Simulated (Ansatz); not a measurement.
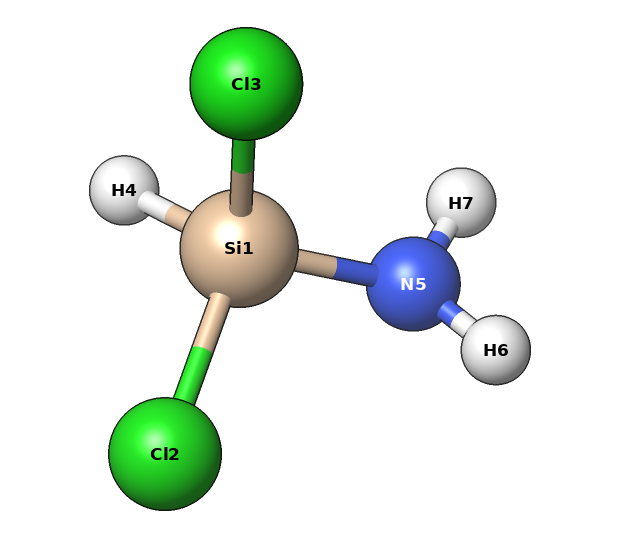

Numbered structure. The geometry was computed by an optimisation with PBE0-D4/def2-TZVP.

How are the neighbours of atom 1 arranged?

Answer. Si1 has 4 neighbours (Cl2 at 2.04, Cl3 at 2.06, H4 at 1.47, N5 at 1.69 Å); the arrangement is tetrahedral.
